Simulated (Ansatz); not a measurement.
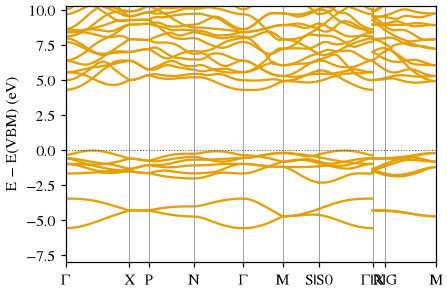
Figure: Band structure from LDA (plane waves, PAW; program Ansatz)

The gap is 4.30 eV; an edge lies off the plotted path or next to a special point (maximum off the standard path, minimum on the Γ–M line, 23 % of the way from Γ).

The material is KAlH$_{4}$ in space group I4_1/a (No. 88; K on 4b, H on 16f, Al on 4a).

The workflow started from an entry of the Crystallography Open Database (COD), which files this formula under 2 space groups. Whether it is the stable phase at ambient conditions was not checked. Symmetry was held in the LDA relaxation; phonons on a q-mesh show no instability.

Potentials: the later of the program's two PAW sets.
